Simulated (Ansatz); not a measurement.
**Nudged elastic band of WCl$_{2}$F$_{5}$**

System: WCl$_{2}$F$_{5}$, multiplicity 2.
Method: UKS PBE/def2-SVP (Ansatz 0.2.0).

It belongs to a series of runs on one base structure; here: band between the two ends.

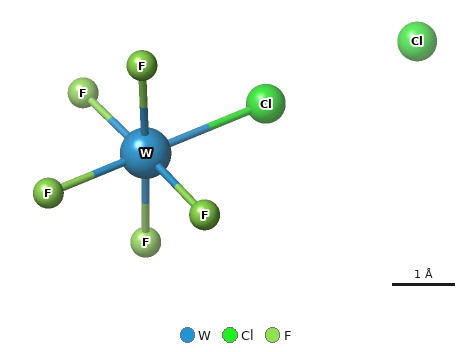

Fig. 1: The structure as given in the input (ball-and-stick view, seen at a tilt). Sticks mark near contacts. Bond lengths as drawn: Cl–W 2.31 Å and F–W 1.86 to 1.87 Å.

Input:
```yaml
crystal:
  periodic: [false, false, false]
  atoms:
    - { symbol: W, position_ang: [0.0, 0.0, 0.031863] }
    - { symbol: Cl, position_ang: [0.0, 0.0, 2.338384] }
    - { symbol: F, position_ang: [1.862812, 0.0, -0.002157] }
    - { symbol: F, position_ang: [0.0, 1.862812, -0.002157] }
    - { symbol: F, position_ang: [-1.862812, 0.0, -0.002157] }
    - { symbol: F, position_ang: [0.0, -1.862812, -0.002157] }
    - { symbol: F, position_ang: [0.0, 0.0, -1.834785] }
    - { symbol: Cl, position_ang: [0.0, 0.0, 5.243162] }
magnetization:
  spin_polarized: true
  initial_magnetization: 1
basis:
  gaussian: { orbitals: def2-SVP }
hamiltonian:
  xc: pbe
neb:
  order_check: false
  images: 9
  f_tol: 0.05
  max_iterations: 36
  final_atoms:
    - { symbol: W, position_ang: [0.08999249, 0.09023017, 0.20394089] }
    - { symbol: Cl, position_ang: [0.71279024, 0.71484613, 2.3691565] }
    - { symbol: F, position_ang: [1.88725954, 0.03463534, -0.28891124] }
    - { symbol: F, position_ang: [0.03448747, 1.88718215, -0.29009903] }
    - { symbol: F, position_ang: [-1.70536282, 0.16407836, 0.67783785] }
    - { symbol: F, position_ang: [0.16393049, -1.70474721, 0.67918013] }
    - { symbol: F, position_ang: [-0.38619605, -0.38716693, -1.53299654] }
    - { symbol: Cl, position_ang: [-0.79690136, -0.799058, 3.95188744] }
  initial_path:
    images:
      - { positions_ang: [[0.0, 0.0, 0.031863], [0.0, 0.0, 2.338384], [1.862812, 0.0, -0.002157], [0.0, 1.862812, -0.002157], [-1.862812, 0.0, -0.002157], [0.0, -1.862812, -0.002157], [0.0, 0.0, -1.834785], [0.0, 0.0, 5.243162]] }
      - { positions_ang: [[0.0, 0.0, 0.0254903], [0.0, 0.0, 2.3987071], [1.8602496, 0.0, -0.0017257], [0.0, 1.8602496, -0.0017257], [-1.8602496, 0.0, -0.0017257], [0.0, -1.8602496, -0.0017257], [0.0, 0.0, -1.8378281], [0.0, 0.0, 5.1905295]] }
      - { positions_ang: [[0.0, 0.0, 0.0191176], [0.0, 0.0, 2.4590302], [1.8576872, 0.0, -0.0012944], [0.0, 1.8576872, -0.0012944], [-1.8576872, 0.0, -0.0012944], [0.0, -1.8576872, -0.0012944], [0.0, 0.0, -1.8408712], [0.0, 0.0, 5.137897]] }
      - { positions_ang: [[0.0, 0.0, 0.0127449], [0.0, 0.0, 2.5193533], [1.8551248, 0.0, -0.0008631], [0.0, 1.8551248, -0.0008631], [-1.8551248, 0.0, -0.0008631], [0.0, -1.8551248, -0.0008631], [0.0, 0.0, -1.8439143], [0.0, 0.0, 5.0852645]] }
      - { positions_ang: [[0.0, 0.0, 0.0063722], [0.0, 0.0, 2.5796764], [1.8525624, 0.0, -0.0004318], [0.0, 1.8525624, -0.0004318], [-1.8525624, 0.0, -0.0004318], [0.0, -1.8525624, -0.0004318], [0.0, 0.0, -1.8469574], [0.0, 0.0, 5.032632]] }
      - { positions_ang: [[0.0, 0.0, -5.0e-07], [0.0, 0.0, 2.6399995], [1.85, 0.0, -5.0e-07], [0.0, 1.85, -5.0e-07], [-1.85, 0.0, -5.0e-07], [0.0, -1.85, -5.0e-07], [0.0, 0.0, -1.8500005], [0.0, 0.0, 4.9799995]] }
      - { positions_ang: [[0.0179985, 0.01804603, 0.04078778], [0.14255805, 0.14296923, 2.5858309], [1.85745191, 0.00692707, -0.05778265], [0.00689749, 1.85743643, -0.05802021], [-1.82107256, 0.03281567, 0.13556717], [0.0327861, -1.82094944, 0.13583563], [-0.07723921, -0.07743339, -1.78659971], [-0.15938027, -0.1598116, 4.77437709]] }
      - { positions_ang: [[0.035997, 0.03609207, 0.08157606], [0.2851161, 0.28593845, 2.5316623], [1.86490382, 0.01385413, -0.1155648], [0.01379499, 1.86487286, -0.11603991], [-1.79214513, 0.06563134, 0.27113484], [0.06557219, -1.79189888, 0.27167175], [-0.15447842, -0.15486677, -1.72319892], [-0.31876054, -0.3196232, 4.56875468]] }
      - { positions_ang: [[0.0539955, 0.0541381, 0.12236433], [0.42767415, 0.42890768, 2.4774937], [1.87235572, 0.0207812, -0.17334695], [0.02069248, 1.87230929, -0.17405962], [-1.76321769, 0.09844701, 0.40670251], [0.09835829, -1.76284833, 0.40750788], [-0.23171763, -0.23230016, -1.65979813], [-0.47814082, -0.4794348, 4.36313226]] }
      - { positions_ang: [[0.07199399, 0.07218413, 0.16315261], [0.5702322, 0.5718769, 2.4233251], [1.87980763, 0.02770827, -0.23112909], [0.02758997, 1.87974572, -0.23207932], [-1.73429025, 0.13126269, 0.54227018], [0.13114439, -1.73379777, 0.54334401], [-0.30895684, -0.30973354, -1.59639733], [-0.63752109, -0.6392464, 4.15750985]] }
      - { positions_ang: [[0.08999249, 0.09023017, 0.20394089], [0.71279024, 0.71484613, 2.3691565], [1.88725954, 0.03463534, -0.28891124], [0.03448747, 1.88718215, -0.29009903], [-1.70536282, 0.16407836, 0.67783785], [0.16393049, -1.70474721, 0.67918013], [-0.38619605, -0.38716693, -1.53299654], [-0.79690136, -0.799058, 3.95188744]] }
```

Run on 4 threads of Arm Neoverse V2, 24 GiB of memory available, shared host.

Launched with:
```bash
ansatz run input.yaml --threads 4 --pin off --max-ram 5120MiB --backend cpu --events-out ev --progress --plain --runs-dir out
```

Output:
```
Engine: ansatz 0.2.0, aarch64-unknown-linux-gnu
Functional definition: PBE
  parameter kappa = 0.804
  parameter beta = 0.06672455060314922
  exchange = pbe_x(kappa = kappa, mu = beta*pi^2/3)
  correlation = pbe_c(beta = beta)
1437 factors; their error is unknown
mean field evaluation 1: about -40409.1954 eV, gradient 5.8e1 eV
mean field evaluation 2: about -40121.9454 eV, gradient 2.2e2 eV
mean field evaluation 4: about -40417.1829 eV, gradient 3.1e1 eV
mean field evaluation 8: about -40421.5258 eV, gradient 5.0e-1 eV
mean field evaluation 16: about -40421.4410 eV, gradient 2.2e-3 eV
mean field evaluation 32: about -40411.6060 eV, gradient 2.5e1 eV
mean field evaluation 64: about -40421.2544 eV, gradient 2.8e-6 eV
mean field evaluation 96: about -40409.8372 eV, gradient 2.6e1 eV
mean field -40421.44100144 eV, -1485.4605581663 hartree, gradient 3.5e-6 eV, S^2 0.751607; 6 other end points of the search recorded, 0 dependent functions left out
the calculation of the forces begins
reference -40421.44107365 eV, -1485.4605608196 hartree; 47, 46 occupied and 91, 92 virtual orbitals, 1437 factors
1437 factors; their error is unknown
mean field evaluation 128: about -40078.3336 eV, gradient 2.2e2 eV
mean field evaluation 160: about -40413.2529 eV, gradient 2.5e1 eV
mean field evaluation 192: about -40421.4991 eV, gradient 9.5e-1 eV
mean field evaluation 224: about -40420.5640 eV, gradient 5.0e0 eV
mean field -40421.62292433 eV, -1485.4672437091 hartree, gradient 1.5e-5 eV, S^2 0.751883; 8 other end points of the search recorded, 0 dependent functions left out
[... from here on the field's lines of each further geometry are left out, up to the last ...]
NEB iter   1: max|band force component| = 3.516e0 eV/Å  barrier→ = 0.6892 eV  barrier← = 0.8711 eV  Δτ_max = 0.2000 Å  (3820 SCF iters)
NEB iter   2: max|band force component| = 1.994e0 eV/Å  barrier→ = 0.2398 eV  barrier← = 0.4217 eV  Δτ_max = 0.1970 Å  (405 SCF iters)
NEB iter   3: max|band force component| = 1.711e0 eV/Å  barrier→ = 0.1493 eV  barrier← = 0.3313 eV  Δτ_max = 0.1969 Å  (434 SCF iters)
NEB iter   4: max|band force component| = 6.404e-1 eV/Å  barrier→ = 0.0381 eV  barrier← = 0.2200 eV  Δτ_max = 0.1949 Å  (446 SCF iters)
NEB iter   5: max|band force component| = 1.272e-1 eV/Å  barrier→ = -0.0012 eV  barrier← = 0.1807 eV  CI = image 1  Δτ_max = 0.0630 Å  (438 SCF iters)
NEB iter   6: max|band force component| = 7.726e-2 eV/Å  barrier→ = -0.0017 eV  barrier← = 0.1802 eV  CI = image 1  Δτ_max = 0.0569 Å  (424 SCF iters)
NEB iter   7: max|band force component| = 1.056e-1 eV/Å  barrier→ = -0.0005 eV  barrier← = 0.1814 eV  CI = image 1  Δτ_max = 0.0288 Å  (415 SCF iters)
NEB iter   8: max|band force component| = 7.440e-2 eV/Å  barrier→ = -0.0001 eV  barrier← = 0.1818 eV  CI = image 1  Δτ_max = 0.0158 Å  (418 SCF iters)
the calculation of the forces begins
reference -40421.61544459 eV, -1485.4669688336 hartree; 47, 46 occupied and 91, 92 virtual orbitals, 1437 factors
1437 factors; their error is unknown
mean field evaluation 2880: about -40421.5048 eV, gradient 2.4e0 eV
mean field evaluation 2912: about -40410.7781 eV, gradient 2.6e1 eV
mean field evaluation 2944: about -40417.6264 eV, gradient 9.1e0 eV
mean field -40421.44105582 eV, -1485.4605601646 hartree, gradient 9.9e-6 eV, S^2 0.751613; 7 other end points of the search recorded, 0 dependent functions left out
the calculation of the forces begins
reference -40421.44112801 eV, -1485.4605628177 hartree; 47, 46 occupied and 91, 92 virtual orbitals, 1437 factors
NEB iter   9: max|band force component| = 2.189e-2 eV/Å  barrier→ = -0.0001 eV  barrier← = 0.1819 eV  CI = image 1  Δτ_max = 0.0000 Å  (2964 SCF iters)
```

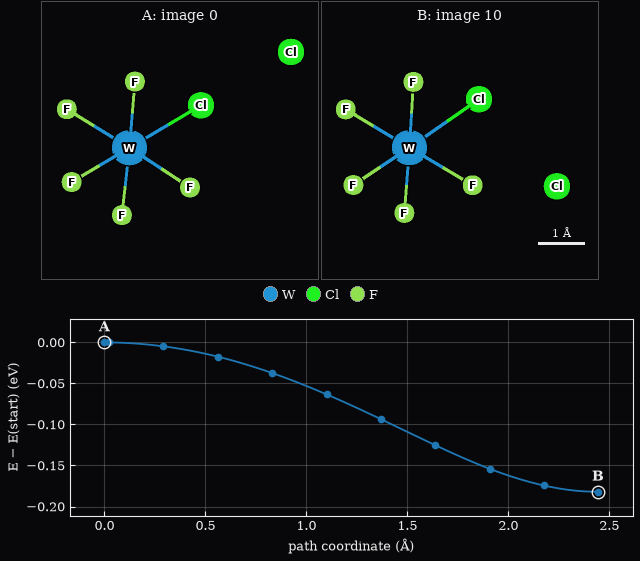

Fig. 2: Images of the last band (counted from 0; ball-and-stick, seen at a tilt) above the energy along the path; the line is a cubic interpolation that uses the forces. No image lies above both ends; the end is 0.182 eV below the start. The path is 2.44 Å long. The band converged in 9 iterations.

```
Total energy: -40421.44112801 eV, -1485.4605628177 hartree
Atom 0 at     0.001481     0.001484     0.032934 Å, force    -0.003857    -0.003865    -0.002906 eV/Å
Atom 1 at     0.007633     0.007646     2.339630 Å, force     0.001830     0.001831     0.002431 eV/Å
Atom 2 at     1.864059     0.000845    -0.005869 Å, force    -0.001347     0.000815    -0.000153 eV/Å
Atom 3 at     0.000843     1.864062    -0.005875 Å, force     0.000813    -0.001346    -0.000155 eV/Å
Atom 4 at    -1.861291     0.000847     0.002827 Å, force     0.002611     0.000855     0.000415 eV/Å
Atom 5 at     0.000847    -1.861289     0.002832 Å, force     0.000853     0.002613     0.000419 eV/Å
Atom 6 at    -0.002658    -0.002661    -1.833500 Å, force     0.000067     0.000069     0.001542 eV/Å
Atom 7 at    -0.010914    -0.010935     5.237016 Å, force    -0.000969    -0.000971    -0.001592 eV/Å
Dipole moment:     0.001067     0.001069    -0.072064 e Å
this run last wrote the band of iteration 9 to [file]
```

The last band as extended XYZ (Å, eV, eV/Å):
```
8
Properties=species:S:1:pos:R:3:forces:R:3 image=0 energy=-40421.44100
W     0.0000    0.0000    0.0319    0.0000   0.0000  -0.0031
Cl    0.0000    0.0000    2.3384    0.0000   0.0000   0.0066
F     1.8628    0.0000   -0.0022   -0.0062   0.0000  -0.0015
F     0.0000    1.8628   -0.0022    0.0000  -0.0062  -0.0015
F    -1.8628    0.0000   -0.0022    0.0062   0.0000  -0.0015
F     0.0000   -1.8628   -0.0022    0.0000   0.0062  -0.0015
F     0.0000    0.0000   -1.8348    0.0000   0.0000   0.0078
Cl    0.0000    0.0000    5.2432    0.0000   0.0000  -0.0054
8
Properties=species:S:1:pos:R:3:forces:R:3 image=1 energy=-40421.44106
W     0.0015    0.0015    0.0329   -0.0039  -0.0039  -0.0029
Cl    0.0076    0.0076    2.3396    0.0018   0.0018   0.0024
F     1.8641    0.0008   -0.0059   -0.0013   0.0008  -0.0002
F     0.0008    1.8641   -0.0059    0.0008  -0.0013  -0.0002
F    -1.8613    0.0008    0.0028    0.0026   0.0009   0.0004
F     0.0008   -1.8613    0.0028    0.0009   0.0026   0.0004
F    -0.0027   -0.0027   -1.8335    0.0001   0.0001   0.0015
Cl   -0.0109   -0.0109    5.2370   -0.0010  -0.0010  -0.0016
8
Properties=species:S:1:pos:R:3:forces:R:3 image=2 energy=-40421.44581
W     0.0148    0.0148    0.0376   -0.0072  -0.0072   0.0124
Cl    0.1170    0.1173    2.3416    0.0137   0.0137  -0.0070
F     1.8751    0.0048   -0.0621   -0.0004   0.0070  -0.0073
F     0.0048    1.8752   -0.0622    0.0069  -0.0004  -0.0074
F    -1.8476    0.0073    0.0716    0.0016   0.0067   0.0070
F     0.0072   -1.8476    0.0718    0.0067   0.0016   0.0071
F    -0.0443   -0.0444   -1.8267   -0.0074  -0.0074  -0.0018
Cl   -0.1271   -0.1274    5.1984   -0.0139  -0.0140  -0.0030
8
Properties=species:S:1:pos:R:3:forces:R:3 image=3 energy=-40421.45842
W     0.0268    0.0269    0.0501   -0.0087  -0.0088  -0.0190
Cl    0.2167    0.2173    2.3450    0.0303   0.0304   0.0037
F     1.8834    0.0108   -0.1073   -0.0073   0.0066  -0.0082
F     0.0108    1.8835   -0.1076    0.0066  -0.0073  -0.0083
F    -1.8333    0.0195    0.1459    0.0116   0.0060   0.0152
F     0.0194   -1.8332    0.1463    0.0060   0.0116   0.0152
F    -0.0870   -0.0873   -1.8092   -0.0118  -0.0118   0.0080
Cl   -0.2367   -0.2374    5.1068   -0.0267  -0.0268  -0.0067
8
Properties=species:S:1:pos:R:3:forces:R:3 image=4 energy=-40421.47843
W     0.0376    0.0377    0.0652   -0.0011  -0.0011  -0.0014
Cl    0.3125    0.3134    2.3478    0.0340   0.0341  -0.0005
F     1.8890    0.0139   -0.1440   -0.0019   0.0047  -0.0134
F     0.0139    1.8890   -0.1445    0.0046  -0.0019  -0.0135
F    -1.8178    0.0317    0.2209    0.0073   0.0070   0.0246
F     0.0316   -1.8176    0.2215    0.0070   0.0073   0.0246
F    -0.1258   -0.1261   -1.7861   -0.0155  -0.0156   0.0077
Cl   -0.3410   -0.3419    4.9891   -0.0343  -0.0344  -0.0282
8
Properties=species:S:1:pos:R:3:forces:R:3 image=5 energy=-40421.50445
W     0.0486    0.0488    0.0844    0.0056   0.0056  -0.0025
Cl    0.3961    0.3972    2.3518    0.0350   0.0351   0.0048
F     1.8940    0.0189   -0.1723    0.0010   0.0014  -0.0125
F     0.0188    1.8941   -0.1729    0.0014   0.0010  -0.0125
F    -1.8008    0.0481    0.2945    0.0044   0.0057   0.0325
F     0.0480   -1.8005    0.2953    0.0057   0.0044   0.0326
F    -0.1611   -0.1616   -1.7572   -0.0173  -0.0174   0.0123
Cl   -0.4436   -0.4449    4.8464   -0.0356  -0.0357  -0.0549
8
Properties=species:S:1:pos:R:3:forces:R:3 image=6 energy=-40421.53467
W     0.0571    0.0572    0.1064    0.0195   0.0196   0.0143
Cl    0.4702    0.4715    2.3566    0.0379   0.0381   0.0051
F     1.8963    0.0229   -0.1940   -0.0031  -0.0053  -0.0124
F     0.0228    1.8963   -0.1947   -0.0053  -0.0031  -0.0124
F    -1.7849    0.0658    0.3704    0.0058   0.0022   0.0344
F     0.0657   -1.7846    0.3712    0.0022   0.0058   0.0345
F    -0.1981   -0.1986   -1.7227   -0.0196  -0.0197   0.0040
Cl   -0.5290   -0.5305    4.6768   -0.0374  -0.0375  -0.0675
8
Properties=species:S:1:pos:R:3:forces:R:3 image=7 energy=-40421.56637
W     0.0660    0.0662    0.1307    0.0170   0.0170   0.0011
Cl    0.5385    0.5401    2.3610    0.0295   0.0296   0.0173
F     1.8980    0.0252   -0.2115   -0.0031  -0.0069  -0.0145
F     0.0251    1.8981   -0.2123   -0.0069  -0.0031  -0.0146
F    -1.7678    0.0844    0.4442    0.0087   0.0019   0.0378
F     0.0843   -1.7674    0.4452    0.0019   0.0087   0.0378
F    -0.2341   -0.2348   -1.6844   -0.0153  -0.0153   0.0102
Cl   -0.6100   -0.6118    4.4971   -0.0319  -0.0319  -0.0751
8
Properties=species:S:1:pos:R:3:forces:R:3 image=8 energy=-40421.59502
W     0.0745    0.0747    0.1551    0.0057   0.0058   0.0064
Cl    0.6024    0.6041    2.3650    0.0207   0.0205   0.0043
F     1.8973    0.0246   -0.2330   -0.0011  -0.0017  -0.0092
F     0.0245    1.8973   -0.2339   -0.0017  -0.0011  -0.0095
F    -1.7486    0.1043    0.5220    0.0076   0.0062   0.0293
F     0.1042   -1.7482    0.5231    0.0062   0.0077   0.0296
F    -0.2761   -0.2769   -1.6413   -0.0136  -0.0134   0.0138
Cl   -0.6782   -0.6800    4.3130   -0.0238  -0.0239  -0.0647
8
Properties=species:S:1:pos:R:3:forces:R:3 image=9 energy=-40421.61537
W     0.0820    0.0822    0.1797    0.0032   0.0034   0.0069
Cl    0.6612    0.6630    2.3667    0.0114   0.0111  -0.0002
F     1.8933    0.0262   -0.2585   -0.0007   0.0004  -0.0045
F     0.0260    1.8933   -0.2594    0.0004  -0.0008  -0.0049
F    -1.7281    0.1305    0.6011    0.0038   0.0051   0.0155
F     0.1305   -1.7277    0.6021    0.0053   0.0039   0.0158
F    -0.3271   -0.3279   -1.5913   -0.0097  -0.0094   0.0092
Cl   -0.7379   -0.7397    4.1296   -0.0137  -0.0137  -0.0379
8
Properties=species:S:1:pos:R:3:forces:R:3 image=10 energy=-40421.62292
W     0.0900    0.0902    0.2039   -0.0068  -0.0067   0.0037
Cl    0.7128    0.7148    2.3692    0.0021   0.0018  -0.0070
F     1.8873    0.0346   -0.2889   -0.0009  -0.0124   0.0052
F     0.0345    1.8872   -0.2901   -0.0125  -0.0008   0.0050
F    -1.7054    0.1641    0.6778    0.0025   0.0109  -0.0069
F     0.1639   -1.7047    0.6792    0.0110   0.0025  -0.0069
F    -0.3862   -0.3872   -1.5330    0.0039   0.0040   0.0066
Cl   -0.7969   -0.7991    3.9519    0.0006   0.0008   0.0003
```

Key numbers:

| quantity | value |
| --- | --- |
| outcome | converged |
| barrier, forward | 0.000 eV |
| barrier, backward | 0.182 eV |
| wall time | 9.7 min (CPU time 37 min) |
| peak memory | 0.44 GiB |

Notes:

The order of the saddle point was not checked.
